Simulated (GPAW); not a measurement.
# Core-hole calculation of the Al K edge in Al2Pt (Fm-3m), part 2 of 2

Aim: the near-edge shape at the Al K edge of Al2Pt (Fm-3m), and what the core hole does to it.

GPAW 26.7.0; X-ray absorption from dipole matrix elements to empty bands, plane-wave PAW LDA.

So far. Step 2 (The field without a hole): The mesh shows no gap, so the system is treated as a metal and the core electron is put at the Fermi level (neutral cell). Step 3 (Spectrum without a core hole, Al atom 2): Main maxima below 24 eV (height): 0.6 eV (0.66), 3.8 eV (0.57), 6.4 eV (1.67), 9.7 eV (1.26) and 15.4 eV (1.30). A K edge sees empty p states on the absorber.

The database entry behind the starting cell differs from later determinations by our own check (0.1 to 0.3 % short, probably kX units), so it need not match the best structure at ambient conditions.

## (5) Spectrum with XCH, Al atom 2

The holes are 5.9 Å apart. In GPAW the data set carries the hole's charge, so charge=0 means a charged cell and charge=-1 a neutral one. The excited electron is kept in the cell, where it fills the lowest empty states and screens the hole. After the field has converged, empty bands are computed with the density fixed and the dipole matrix elements are summed.

xas.py

```python
import numpy as np
from ase import Atoms
from ase.parallel import parprint, paropen
from gpaw import GPAW, PW, FermiDirac, Mixer, MixerDif, setup_paths
from gpaw.test import gen
setup_paths.insert(0, '.')
gen('Al', name='fch1s', xcname='LDA', corehole=(1, 0, 1), write_xml=True)
from gpaw.mpi import world
world.barrier()

atoms = Atoms('Pt4Al8',
    cell=[[0, 0, 5.91],
     [5.91, 0, 0],
     [0, 5.91, 0]],
    scaled_positions=[[0, 0, 0],
     [0, 0.5, 0.5],
     [0.5, 0.5, 0],
     [0.5, 0, 0.5],
     [0.75, 0.75, 0.75],
     [0.75, 0.25, 0.25],
     [0.25, 0.25, 0.75],
     [0.25, 0.75, 0.25],
     [0.25, 0.25, 0.25],
     [0.25, 0.75, 0.75],
     [0.75, 0.75, 0.25],
     [0.75, 0.25, 0.75]],
    pbc=True)
atoms.calc = calc = GPAW(legacy_gpaw=True, mode=PW(430, force_complex_dtype=True), xc='LDA', setups={4: 'fch1s'},
    kpts={'size': (4, 4, 4), 'gamma': True}, occupations=FermiDirac(0.1),
    charge=-1, mixer=Mixer(0.1, 5, 50), maxiter=150,
    convergence={'density': 0.0001, 'eigenstates': 1e-6}, txt='scf.txt')
energy = atoms.get_potential_energy() + calc.get_reference_energy()
ef = calc.get_fermi_level()
out = dict(energy=energy, fermi=ef, forces=atoms.get_forces().tolist())
parprint(f'all-electron energy {energy:.4f} eV, Fermi level {ef:.4f} eV')
ev = np.array([[calc.get_eigenvalues(k, s) for k in range(len(calc.get_ibz_k_points()))] for s in range(calc.get_number_of_spins())])
out['homo'], out['lumo'], out['counts'] = ev[ev < ef].max(), ev[ev > ef].min(), sorted(set((ev < ef).sum((0, 2)).tolist()))
out['filled'] = (ev[:, 0] < ef).sum(1).tolist()

from ase.units import Ha
from gpaw.xas import dipole_matrix_elements
nb = int(calc.get_number_of_electrons() / 2) + 146
top, nb = nb, nb + 8 + nb // 12
nscf = calc.fixed_density(kpts={'size': (5, 5, 5), 'gamma': True}, nbands=nb,
    convergence={'bands': top, 'eigenstates': 5e-3}, maxiter=60, txt='nscf.txt')
cell = atoms.cell.array
ops = [cell.T @ U.T @ np.linalg.inv(cell.T) for U in nscf.wfs.kd.symmetry.op_scc]
E = np.arange(-6, 34, 0.1)
fwhm = np.interp(E, [4, 25], [0.9, 3.5])
Y, X, zero, highest = 0, 0, 1e9, 1e9
for spin in range(nscf.get_number_of_spins()):
    wfs = nscf.wfs
    mine = wfs.bd.get_slice()  # this rank's bands
    A = dipole_matrix_elements(wfs.setups[4])
    eps = np.zeros((wfs.kd.nibzkpts, nb))
    d = np.zeros((3, A.shape[1], wfs.kd.nibzkpts, nb), complex)
    for kpt in wfs.kpt_u:
        if kpt.s == spin and 4 in kpt.P_ani:
            eps[kpt.k, mine] = kpt.eps_n * Ha
            d[:, :, kpt.k, mine] = (kpt.weight * wfs.nspins / 2) ** 0.5 * np.inner(A, kpt.P_ani[4])
    world.sum(eps)
    world.sum(d)
    T = np.einsum('amkn,bmkn->abkn', d, d.conj()).real
    T = sum(np.einsum('ai,ijkn,bj->abkn', R, T, R) for R in ops) / len(ops)
    empty = eps > ef
    zero, highest = min(zero, eps[empty].min()), min(highest, eps[:, top - 1].min())
    lines = [(eps, T, empty)] if spin == 0 else lines + [(eps, T, empty)]
for eps, T, empty in lines:
    f = np.einsum('aakn->akn', T).reshape(3, -1)
    x = eps.ravel() - zero
    w = np.interp(x, E, fwhm) / 2.35482
    g = np.exp(-0.5 * ((E[:, None] - x) / w) ** 2) / (w * (2 * np.pi) ** 0.5)
    Y = Y + (f * empty.ravel()) @ g.T
    X = X + (f * ~empty.ravel()) @ g.T
out.update(E=E.round(2).tolist(), xas=Y.tolist(), xes=X.tolist(), zero=zero, valid=highest - zero, nk=len(eps), nb=nb)
for i in range(0, len(E), 10):
    parprint(f'{E[i]:7.2f}', *(f'{v:10.3e}' for v in Y[:, i]))
import json
with paropen('out.json', 'w') as f:
    json.dump(out, f)
```

The run is started by

```bash
$ OMP_NUM_THREADS=1 mpirun -n 4 gpaw python xas.py
```

Numbers of over 12 decimals in the logs are rounded to 6 here.

Output:

```text
Input parameters:
  charge: -1
  convergence: {density: 0.0001,
                eigenstates: 1e-06}
  kpts: {gamma: True,
         size: (4, 4, 4)}
  maxiter: 150
  mixer: {backend: pulay,
          beta: 0.1,
          method: separate,
          nmaxold: 5,
          weight: 50}
  mode: {ecut: 430.0,
         force_complex_dtype: True,
         name: pw}
  occupations: {fixmagmom: False,
                name: fermi-dirac,
                width: 0.1}
  setups: {4: fch1s}

Initialize ...

[... PAW data sets ...]

Reference energy: -2051441.327283  # eV

Spin-paired calculation

[... convergence settings ...]
Symmetries present (total): 6
  [... symmetry matrices ...]

64 k-points: 4 x 4 x 4 Monkhorst-Pack grid + [1/8,1/8,1/8]
13 k-points in the irreducible part of the Brillouin zone
       k-points in crystal coordinates                weights
   0:     0.00000000    0.00000000    0.00000000          1/64
   1:     0.25000000    0.00000000   -0.25000000          6/64
   2:     0.25000000    0.00000000    0.00000000          6/64
   3:     0.25000000    0.25000000   -0.25000000          6/64
   4:     0.25000000    0.25000000    0.00000000          6/64
   5:     0.25000000    0.25000000    0.25000000          2/64
   6:     0.50000000    0.00000000    0.00000000          3/64
   7:     0.50000000    0.25000000   -0.25000000          6/64
   8:     0.50000000    0.25000000    0.00000000         12/64
   9:     0.50000000    0.25000000    0.25000000          6/64
          ...
  12:     0.50000000    0.50000000    0.50000000          1/64

Wave functions: Plane wave expansion
  Cutoff energy: 430.000 eV
  Number of coefficients (min, max): 4139, 4224
  Pulay-stress correction: 0.000000 eV/Ang^3 (de/decut=0.000000)
  Using FFTW library
  Wavefunction extrapolation:
    Improved wavefunction reuse through dual PAW basis

Occupation numbers: Fermi-Dirac:
  width: 0.1000  # eV

Eigensolver
   Davidson(niter=2)

Densities:
  Coarse grid: 30*30*30 grid
  Fine grid: 60*60*60 grid
  Total Charge: 0.000000

Density mixing:
  Method: separate
  Backend: pulay
  Linear mixing parameter: 0.1
  old densities: 5
  Width of damping distribution: 1.1
  Damping of long wavelength oscillations: 50

[... Hamiltonian set-up ...]
Number of atoms: 12
Number of atomic orbitals: 80
Number of bands in calculation: 58
Number of valence electrons: 89
Bands to converge: occupied

... initialized

Initializing position-dependent things.

Density initialized from atomic densities
Creating initial wave functions:
  58 bands from LCAO basis set

             Al      Al
            Al     Al
         Pt
             Al      Al
               Pt
            Al     Al
                Pt
       Pt

Atomic positions and initial magnetic moments

Positions:
   0 Pt     0.000000    0.000000    0.000000    ( 0.0000,  0.0000,  0.0000)
   1 Pt     2.955000    2.955000    0.000000    ( 0.0000,  0.0000,  0.0000)
   2 Pt     2.955000    0.000000    2.955000    ( 0.0000,  0.0000,  0.0000)
   3 Pt     0.000000    2.955000    2.955000    ( 0.0000,  0.0000,  0.0000)
   4 Al     4.432500    4.432500    4.432500    ( 0.0000,  0.0000,  0.0000)
   5 Al     1.477500    1.477500    4.432500    ( 0.0000,  0.0000,  0.0000)
   6 Al     1.477500    4.432500    1.477500    ( 0.0000,  0.0000,  0.0000)
   7 Al     4.432500    1.477500    1.477500    ( 0.0000,  0.0000,  0.0000)
   8 Al     1.477500    1.477500    1.477500    ( 0.0000,  0.0000,  0.0000)
   9 Al     4.432500    4.432500    1.477500    ( 0.0000,  0.0000,  0.0000)
  10 Al     4.432500    1.477500    4.432500    ( 0.0000,  0.0000,  0.0000)
  11 Al     1.477500    4.432500    4.432500    ( 0.0000,  0.0000,  0.0000)

Unit cell:
           periodic     x           y           z      points  spacing
  1. axis:    yes    0.000000    0.000000    5.910000    30     0.1970
  2. axis:    yes    5.910000    0.000000    0.000000    30     0.1970
  3. axis:    yes    0.000000    5.910000    0.000000    30     0.1970

  Lengths:   5.910000   5.910000   5.910000
  Angles:   90.000000  90.000000  90.000000

Effective grid spacing dv^(1/3) = 0.1970

iter:   1   -92.125442
iter:   2   -88.506467   -1.18  -1.08
iter:   3   -85.777225   -0.76  -1.15
iter:   4   -85.752065   -1.60  -1.34
iter:   5   -85.171184   -2.18  -1.39
iter:   6   -85.163224   -2.72  -2.08
iter:   7   -85.140063c  -3.07  -2.28
iter:   8   -85.146641c  -3.80  -2.40
iter:   9   -85.140981c  -3.70  -2.59
iter:  10   -85.140909c  -4.94  -3.20
iter:  11   -85.140918c  -5.20  -3.27
iter:  12   -85.140844c  -5.60  -3.42
iter:  13   -85.140843c  -6.07c -3.54
iter:  14   -85.140849c  -6.65c -3.97
iter:  15   -85.140831c  -6.95c -4.01c

Converged after 15 iterations.

Dipole moment: (-0.039500, -0.039500, -0.039500) |e|*Ang

Energy contributions relative to reference atoms: (reference = -2051441.327283)

Kinetic:        +10.614192
Potential:      -13.393234
External:        +0.000000
XC:             -80.511389
Entropy (-ST):   -0.161148
Local:           -1.769827
SIC:             +0.000000
--------------------------
Free energy:    -85.221405
Extrapolated:   -85.140831

Showing only first 2 kpts
 Kpt  Band  Eigenvalues  Occupancy
  0    42      5.84954    2.00000
  0    43      5.84954    2.00000
  0    44      5.84954    2.00000
  0    45      9.07933    0.00000

  1    42      6.65982    1.99819
  1    43      6.66007    1.99818
  1    44      6.98364    1.95478
[...]
Fermi level: 7.36028

No gap
No difference between direct/indirect transitions

Forces in eV/Ang:
  0 Pt   -0.33258   -0.33258   -0.33258
  1 Pt    0.33252    0.33252   -0.33251
  2 Pt    0.33252   -0.33251    0.33252
  3 Pt   -0.33251    0.33252    0.33252
  4 Al    0.00002    0.00002    0.00002
  5 Al    0.00000    0.00000   -0.00001
  6 Al    0.00000   -0.00001    0.00000
  7 Al   -0.00001    0.00000    0.00000
  8 Al    0.00001    0.00001    0.00001
  9 Al   -0.00000   -0.00000   -0.00001
 10 Al   -0.00000   -0.00001   -0.00000
 11 Al   -0.00001   -0.00000   -0.00000
Scalar-relativistic atomic LDA calculation for Al (Aluminium, Z=13)
Core hole in 1s state (1s occupation: 1.0)
450 radial gridpoints.
|------------------------------------------------|
|------------------------------------------------|
[... the atom generator's iteration count ...]

Energy contributions:
-------------------------
Kinetic:     +183.893595
XC:           -14.209497
Potential:   -353.628519
-------------------------
Total:       -183.944421

state      eigenvalue         ekin         rmax
-----------------------------------------------
1s^1.0 :   -60.362648    82.057235        0.077
2s^2.0 :    -5.188665    12.296859        0.473
2p^6.0 :    -3.893101    12.072890        0.390
3s^2.0 :    -0.683483     1.740987        1.779
3p^1.0 :    -0.437761     1.323330        2.009
-----------------------------------------------
(units: Bohr and Hartree)

Generating PAW setup
Kinetic energy of the core from tauc = 179.402319
Cutoffs:
rc(s)=2.050
rc(p)=2.050
rc(d)=2.050
rc(vbar)=1.845
rc(comp)=2.050
rc(nct)=2.050

Kinetic energy of the core states: 179.088292
Charge: 1.0
Core electrons: 9.0
Valence electrons: 3.0
Pseudo-core charge: 0.169630
Shape function alpha=2.380
Pseudo-electron charge 3.431685
state    eigenvalue         norm
--------------------------------
3s(2) :    -0.683483     1.126964
*s    :     0.316517
3p(1) :    -0.437761     1.008127
*p    :     0.562239
*d    :     0.000000
--------------------------------

Diagonalizing with gridspacing h=0.050

state   all-electron     PAW
-------------------------------
3s:      -0.683483    -0.683641
3p:      -0.437761    -0.437937
*d:                   -0.137096
*f:                   -0.021062
-------------------------------
all-electron energy -2051526.4681 eV, Fermi level 7.3603 eV
[...]
31.00  6.904e-06  6.904e-06  6.904e-06
  32.00  7.205e-06  7.205e-06  7.205e-06
  33.00  7.633e-06  7.633e-06  7.633e-06
```

The job ended after 53 s (4 MPI ranks of AMD EPYC 9R14 (Zen 4), shared host; peak memory 0.41 GiB; 3.5 min of CPU time).

The Al K spectrum, Al atom 2, excited-electron core hole (neutral cell) (energy from the lowest empty level; intensity scaled to a mean of 1 over the first 20 eV):

| E (eV) | intensity |
| --- | --- |
| -2.0 | 0.00 |
| -0.5 | 0.13 |
| 1.0 | 0.37 |
| 2.5 | 0.42 |
| 4.0 | 1.10 |
| 5.5 | 2.67 |
| 7.0 | 1.22 |
| 8.5 | 1.05 |
| 10.0 | 0.86 |
| 11.5 | 0.86 |
| 13.0 | 1.06 |
| 14.5 | 1.07 |
| 16.0 | 0.92 |
| 17.5 | 0.76 |
| 19.0 | 0.59 |
| 20.5 | 0.47 |
| 22.0 | 0.44 |
| 23.5 | 0.42 |
| 25.0 | 0.54 |
| 26.5 | 0.78 |
| 28.0 | 0.97 |
| 29.5 | 0.98 |
| 31.0 | 0.92 |

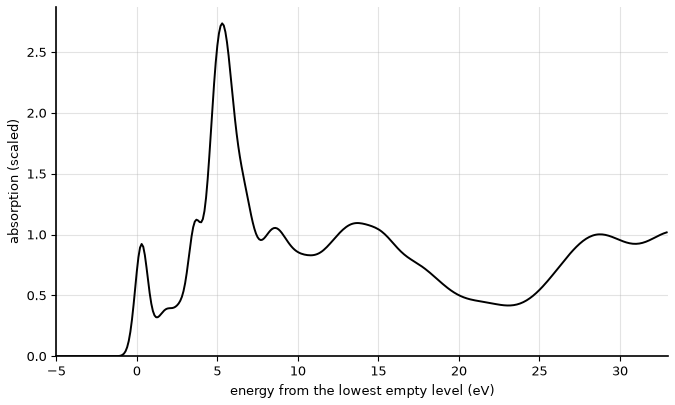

The Al K edge, Al atom 2, excited-electron core hole (neutral cell): main maxima at 5.3, 8.6 and 13.7 eV.

Main maxima below 24 eV (height): 0.3 eV (0.92), 5.3 eV (2.74), 8.6 eV (1.05) and 13.7 eV (1.09). 

The total-energy difference is 1563.36 eV. One term is added: -13.88 eV, since the hole is spin-paired here and a spin-polarised one costs that much less in the free atom (computed apart). The photon energy is then 1549.48 eV. The tabulated edge of the element is 1559 eV. The functional leaves an error in such absolute values: in the free atom LDA prices this hole 7.2 eV below PBE (computed apart), and PBE is itself good to a few eV.

## (6) Spectrum with FCH, Al atom 2

The holes are 5.9 Å apart. In GPAW the data set carries the hole's charge, so charge=0 means a charged cell and charge=-1 a neutral one. The excited electron is left out and a uniform background balances the charge. After the field has converged, empty bands are computed with the density fixed and the dipole matrix elements are summed.

Changed against the first core-hole run: core hole to FCH.

Changes to xas.py since step 5:

```diff
@@ -29,3 +29,3 @@
     kpts={'size': (4, 4, 4), 'gamma': True}, occupations=FermiDirac(0.1),
-    charge=-1, mixer=Mixer(0.1, 5, 50), maxiter=150,
+    charge=0, mixer=Mixer(0.1, 5, 50), maxiter=150,
     convergence={'density': 0.0001, 'eigenstates': 1e-6}, txt='scf.txt')
```

Output:

```text
Input parameters:
  convergence: {density: 0.0001,
                eigenstates: 1e-06}
  kpts: {gamma: True,
         size: (4, 4, 4)}
  maxiter: 150
  mixer: {backend: pulay,
          beta: 0.1,
          method: separate,
          nmaxold: 5,
          weight: 50}
  mode: {ecut: 430.0,
         force_complex_dtype: True,
         name: pw}
  occupations: {fixmagmom: False,
                name: fermi-dirac,
[...]
*p    :     0.562239
*d    :     0.000000
--------------------------------

Diagonalizing with gridspacing h=0.050

state   all-electron     PAW
-------------------------------
3s:      -0.683483    -0.683641
3p:      -0.437761    -0.437937
*d:                   -0.137096
*f:                   -0.021062
-------------------------------
all-electron energy -2051533.7363 eV, Fermi level 7.2288 eV
[...]
32.00  7.164e-06  7.164e-06  7.164e-06
  33.00  7.610e-06  7.610e-06  7.610e-06
[key lines of the parts left out:]
Converged after 16 iterations.
Dipole moment: (-0.042072, -0.042072, -0.042072) |e|*Ang
Free energy:    -92.512166
Fermi level: 7.22881
```

Run time: 53 s. Hardware: 4 MPI ranks; peak memory 0.41 GiB; 3.5 min of CPU time.

| E (eV) | first run | this run |
| --- | --- | --- |
| -2.0 | 0.00 | 0.00 |
| -1.0 | 0.00 | 0.01 |
| 0.0 | 0.70 | 0.73 |
| 1.0 | 0.37 | 0.40 |
| 2.0 | 0.39 | 0.40 |
| 3.0 | 0.60 | 0.56 |
| 4.0 | 1.10 | 1.14 |
| 5.0 | 2.55 | 2.47 |
| 6.0 | 2.07 | 2.15 |
| 7.0 | 1.22 | 1.26 |
| 8.0 | 0.98 | 0.97 |
| 9.0 | 1.01 | 1.02 |
| 10.0 | 0.86 | 0.85 |
| 11.0 | 0.83 | 0.82 |
| 12.0 | 0.93 | 0.91 |
| 13.0 | 1.06 | 1.05 |
| 14.0 | 1.09 | 1.09 |
| 15.0 | 1.04 | 1.04 |
| 16.0 | 0.92 | 0.92 |
| 17.0 | 0.80 | 0.80 |
| 18.0 | 0.71 | 0.71 |
| 19.0 | 0.59 | 0.60 |
| 20.0 | 0.50 | 0.50 |
| 21.0 | 0.46 | 0.46 |
| 22.0 | 0.44 | 0.43 |
| 23.0 | 0.42 | 0.42 |
| 24.0 | 0.44 | 0.44 |
| 25.0 | 0.54 | 0.54 |
| 26.0 | 0.70 | 0.69 |
| 27.0 | 0.86 | 0.85 |
| 28.0 | 0.97 | 0.97 |
| 29.0 | 1.00 | 1.00 |
| 30.0 | 0.95 | 0.95 |
| 31.0 | 0.92 | 0.92 |
| 32.0 | 0.96 | 0.95 |

Against the first run the r.m.s. difference is 3 %. The highest intensity below 16 eV goes from 5.3 eV (2.74) to 5.4 eV (2.72).

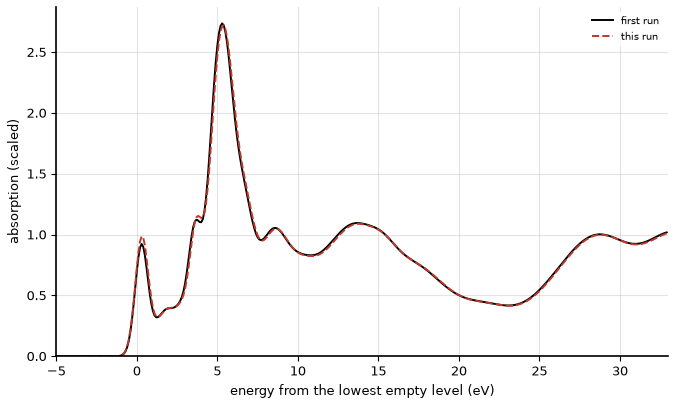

The effect of the change (core hole to FCH).

The photon energy of the zero moves by +0.11 eV.

## (7) What the core hole does

Both curves are counted from their own zero, so only the shift of weight within the empty states shows.

| E (eV) | no hole | XCH |
| --- | --- | --- |
| -2.0 | 0.00 | 0.00 |
| -1.0 | 0.00 | 0.00 |
| 0.0 | 0.40 | 0.70 |
| 1.0 | 0.56 | 0.37 |
| 2.0 | 0.24 | 0.39 |
| 3.0 | 0.21 | 0.60 |
| 4.0 | 0.53 | 1.10 |
| 5.0 | 0.96 | 2.55 |
| 6.0 | 1.62 | 2.07 |
| 7.0 | 1.52 | 1.22 |
| 8.0 | 1.27 | 0.98 |
| 9.0 | 1.20 | 1.01 |
| 10.0 | 1.24 | 0.86 |
| 11.0 | 1.01 | 0.83 |
| 12.0 | 0.97 | 0.93 |
| 13.0 | 1.09 | 1.06 |
| 14.0 | 1.20 | 1.09 |
| 15.0 | 1.29 | 1.04 |
| 16.0 | 1.26 | 0.92 |
| 17.0 | 1.16 | 0.80 |
| 18.0 | 1.07 | 0.71 |
| 19.0 | 0.91 | 0.59 |
| 20.0 | 0.75 | 0.50 |
| 21.0 | 0.65 | 0.46 |
| 22.0 | 0.59 | 0.44 |
| 23.0 | 0.53 | 0.42 |
| 24.0 | 0.48 | 0.44 |
| 25.0 | 0.48 | 0.54 |
| 26.0 | 0.54 | 0.70 |
| 27.0 | 0.65 | 0.86 |
| 28.0 | 0.76 | 0.97 |
| 29.0 | 0.86 | 1.00 |
| 30.0 | 0.91 | 0.95 |
| 31.0 | 0.94 | 0.92 |
| 32.0 | 0.97 | 0.96 |

With each curve scaled to its own mean, the area from −2 to 6 eV with the hole is 6.9 against 3.7, and the centre of weight from −1 to 20 eV moves by -1.5 eV: the hole pulls the absorber's empty states down.

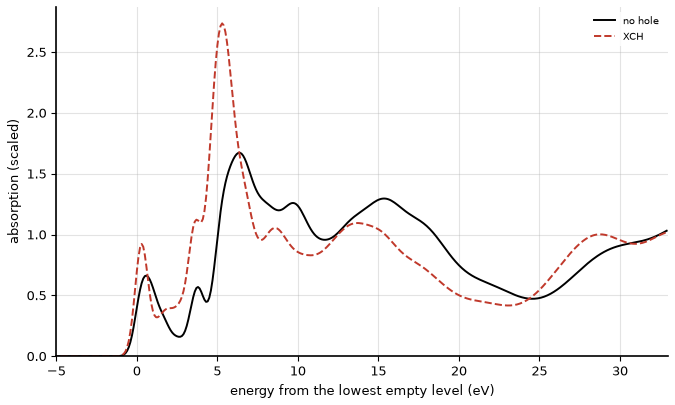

The Al K edge with and without the core hole, each from its own zero; the highest intensity below 16 eV lies at 5.3 eV with the hole.

## (8) Summary of results

```yaml
absorber_and_edge: Al K, atom 2 of the ground-state input (counted from 1)
surroundings: 4 Pt at 2.56 Å and 6 Al at 2.96 Å (10-fold, site symmetry -43m)
highest_intensity_below_16_ev: 5.3 eV above the zero, height 2.74
photon_energy_of_the_zero_with_the_added_terms: 1549.5 eV (raw 1563.4 eV; LDA puts this hole about 7 eV below PBE, itself good to a few eV)
```

**Reading.** The Al K edge of atom 2, with 4 Pt at 2.56 Å and 6 Al at 2.96 Å (10-fold, site symmetry -43m), has its highest intensity of the first 16 eV at 5.3 eV above the zero, near 1555 eV in photon energy (LDA puts this hole about 7 eV below PBE, itself good to a few eV), 2.7 times the mean level of the first 20 eV (Gaussian full width 0.9 eV up to 4 eV, rising linearly to 3.5 eV at 25 eV). With each curve scaled to its own mean, the area from −2 to 6 eV with the hole is 6.9 against 3.7, and the centre of weight from −1 to 20 eV moves by -1.5 eV: the hole pulls the absorber's empty states down. Changing the core hole to FCH alters the shape by 3 % r.m.s., so the result is insensitive to this choice. The holes are only 5.9 Å apart, so the shape is probably not converged with cell size; no larger cell was run here. The structure is a published determination, not relaxed.

[Banner, clock and machine lines of the logs are left out without a mark of their own.]

[Logs are printed without paths, hosts, clocks, repeated set-up lines and the standing remarks that a program may print on its own settings, such as how far it seeks lower states.]

[Hosts, paths, dates, database ids (printed as entryN), source tags and the programs' standing remarks are cut or masked in the printed files.]

[Lists of maxima count a maximum above −3 eV only where it reaches 4 % of the highest in the window and stands out from its surroundings by 2 % of it (1.5 % where it reaches 55 %); shoulders and weaker maxima are passed over, and of the rest the first, up to two pre-edge ones and the few strongest are named.]
